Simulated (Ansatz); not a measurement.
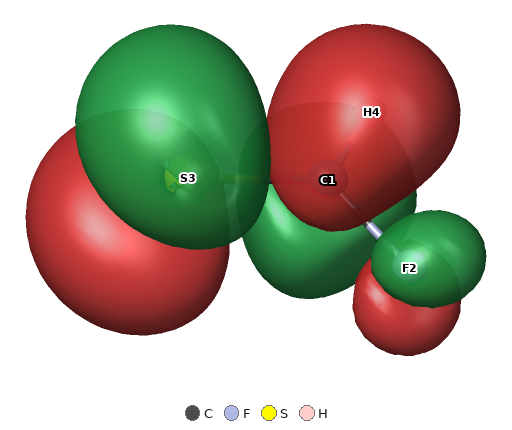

*CHFS. The LUMO at ±0.08 Å⁻³ᐟ² (green and red are the two phases), seen at a tilt.*

Geometry: B3LYP-D4/def2-TZVP.

These are results of isolated molecule in a Gaussian basis; Kohn-Sham density functional theory, functional PBE0 (Ansatz), not measurements.

Describe this orbital and give its energy.

By Hirshfeld shares it lies mainly on S3 (about 45 %), C1 (about 40 %) and F2 (about 10 %); it changes sign across the molecular plane (π type); π-antibonding (a node) across C1–S3. Its energy is −2.49 eV.
